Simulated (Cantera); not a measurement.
A closed system holds: 1 mol SiC, 0.18 mol Si, 3.7 mol H₂, at 2225 °C.

Method: chemical equilibrium by Gibbs-energy minimisation in Cantera with the NASA 1993 tables (ideal gas, pure condensed phases). Candidate condensed phases: C, C₆H₆, C₇H₈, C₈H₁₈, Si, SiC; 87 gas species. Mutual solubility and eutectic melting of coexisting phases are not modelled. Gases not in the tables: Si₂H₆ and higher silanes. Kinetics and transport are ignored.

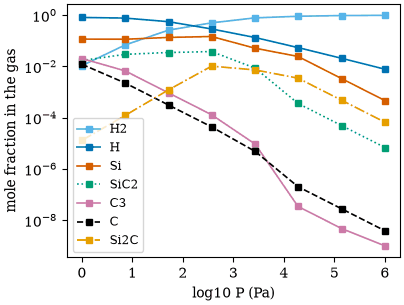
Figure: Equilibrium gas composition (values under 1e-9 drawn at 1e-9)

Question: Read off the mole fractions at 52.0 Pa.

Answer: H about 0.56, H₂ about 0.26, Si about 0.14, SiC₂ about 0.035, Si₂C about 0.0012, C₃ about 0.00093, C about 0.00031.
